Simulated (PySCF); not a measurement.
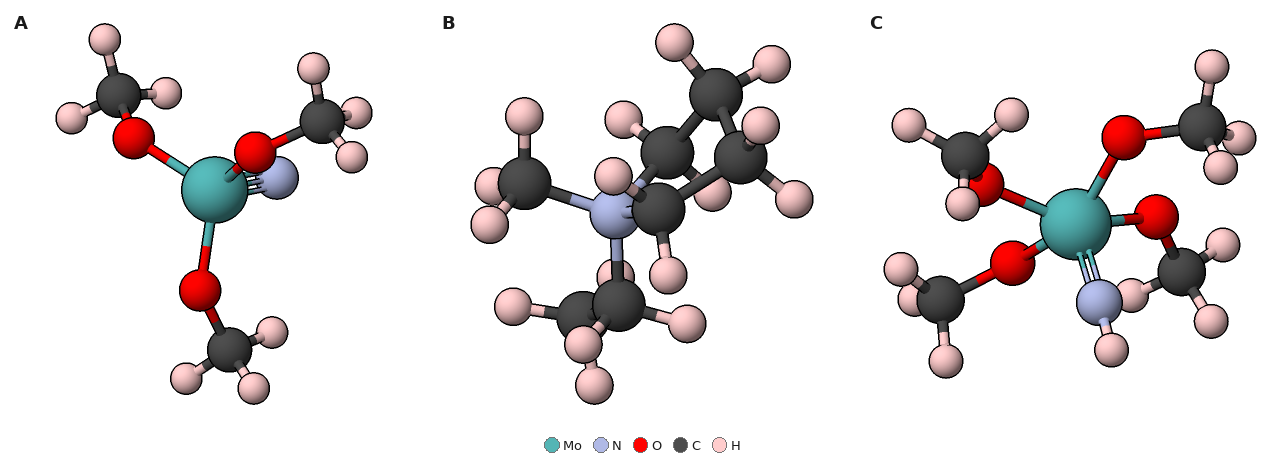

Source: calculation with PySCF.

Which panel belongs to which SMILES?
(1) C[O][Mo](=[NH])([O]C)([O]C)[O]C
(2) CC[N+]1(C)CCCC1
(3) C[O][Mo](#[N])([O]C)[O]C

Answer. A is (3), B is (2), C is (1).
